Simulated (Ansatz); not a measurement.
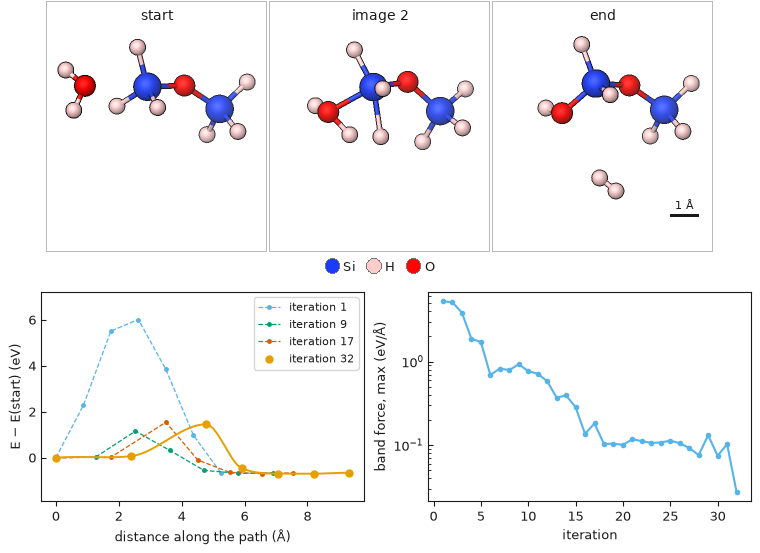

NEB run on Si$_{2}$H$_{8}$O$_{2}$, made up of Si2H6O and H₂O. Images are numbered from 0 (start) to 6 (end). The plot follows the band through its iterations. A ball-and-stick model, seen at a tilt.

Computed with RKS PBE0-D4/def2-SVP (Ansatz).

Input file:
```yaml
crystal:
  periodic: [false, false, false]
  atoms:
    - {symbol: Si, position_ang: [0.339158, 0.013086, 0.387205]}
    - {symbol: H, position_ang: [1.337473, -0.614088, -0.516822]}
    - {symbol: O, position_ang: [-1.113114, -0.711922, 0.105571]}
    - {symbol: Si, position_ang: [-2.408972, -0.800370, -0.875811]}
    - {symbol: H, position_ang: [0.660421, -0.247100, 1.807770]}
    - {symbol: H, position_ang: [0.197730, 1.460246, 0.095492]}
    - {symbol: H, position_ang: [3.243237, 1.536907, 0.174429]}
    - {symbol: O, position_ang: [2.798571, 1.247432, 0.974887]}
    - {symbol: H, position_ang: [-2.855554, 0.560818, -1.279903]}
    - {symbol: H, position_ang: [-3.510157, -1.482274, -0.151200]}
    - {symbol: H, position_ang: [-2.081622, -1.574943, -2.103273]}
    - {symbol: H, position_ang: [3.392828, 0.612108, 1.381754]}
basis:
  gaussian: {orbitals: def2-SVP}
hamiltonian: {xc: pbe0, dispersion: d4}
neb:
  images: 5
  climbing: true
  max_iterations: 40
  initial_path: idpp
  final_atoms:
    - {symbol: Si, position_ang: [0.354161, 0.516574, 1.426494]}
    - {symbol: H, position_ang: [1.037301, 1.002295, -2.410001]}
    - {symbol: O, position_ang: [-0.662521, -0.535368, 0.709811]}
    - {symbol: Si, position_ang: [-1.482841, -0.923752, -0.652920]}
    - {symbol: H, position_ang: [0.348833, 0.180986, 2.870494]}
    - {symbol: H, position_ang: [-0.083145, 1.904330, 1.161486]}
    - {symbol: H, position_ang: [1.420217, 0.917819, -1.773672]}
    - {symbol: O, position_ang: [1.874385, 0.426313, 0.817611]}
    - {symbol: H, position_ang: [-1.918229, 0.306500, -1.364088]}
    - {symbol: H, position_ang: [-2.672065, -1.721221, -0.265385]}
    - {symbol: H, position_ang: [-0.618847, -1.730857, -1.551186]}
    - {symbol: H, position_ang: [2.402750, -0.343721, 1.031457]}
```

Launched with:
```bash
ansatz run in.yaml --threads 4 --pin off --events-out ev --progress --plain --max-ram 9574MiB
```

Judge this run.

The run is converged, with reservations. The band converged in 32 iterations. The largest component of the band force went from 5.3 to 0.028 eV/Å. The climbing image converged on the top of the path. Its curvatures weren't checked. The largest force component is 0.61 eV/Å at the start and 0.50 eV/Å at the end; an end with forces this large is no minimum, and the barrier measured from it can be far off. The first iteration put the highest image at 6.01 eV. Forward barrier 1.46 eV, backward barrier 2.11 eV, with image 2 at the top; the reaction energy is −0.66 eV. Image 5 lies below both ends, at −0.69 eV, so an end isn't at the bottom of its valley.

Limits of the set-up: the start holds two separate molecules, 2.7 Å apart at their closest, whose relative position is a soft coordinate.

Cost: 8.6 min on 4 threads of Intel Xeon @ 2.50GHz, with other jobs on the host.
